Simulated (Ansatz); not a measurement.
Consider GeH$_{2}$S.

```xyz
4

S    -0.4451   -1.2178    0.2732
Ge   -0.8488    0.7509   -0.7499
H     0.7837   -0.9744    0.7861
H     0.5657    1.3812   -0.3295
```

All numbers below come from RKS B3LYP-D4/def2-SVP in Ansatz 0.2.0.

Predict the electron density and electron localisation function between the atoms.

Answer. Ge–S (2.26 Å): ρ at the midpoint is about 0.65 e/Å³; the ELF peaks at about 0.90 in the valence shell of S, 0.9 Å from its nucleus, and is about 0.70 at the midpoint.
S–H (1.35 Å): the density is about 1.4 e/Å³ at the midpoint; the ELF climbs to about 1 towards the hydrogen, as it does in any bond to H.
Ge–H (1.60 Å): ρ is about 0.9 e/Å³ halfway; the ELF climbs to about 1 towards the hydrogen.

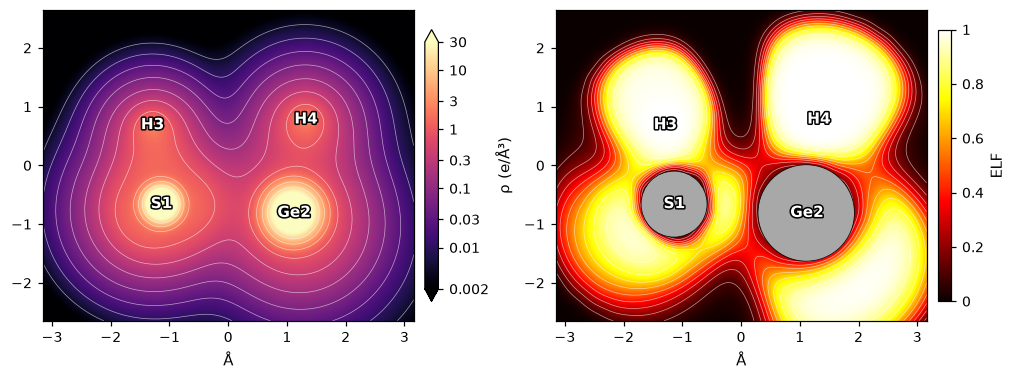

Computed electron density and electron localisation function on the molecular plane, in this order. Grey discs cover the atomic cores in the ELF map. 
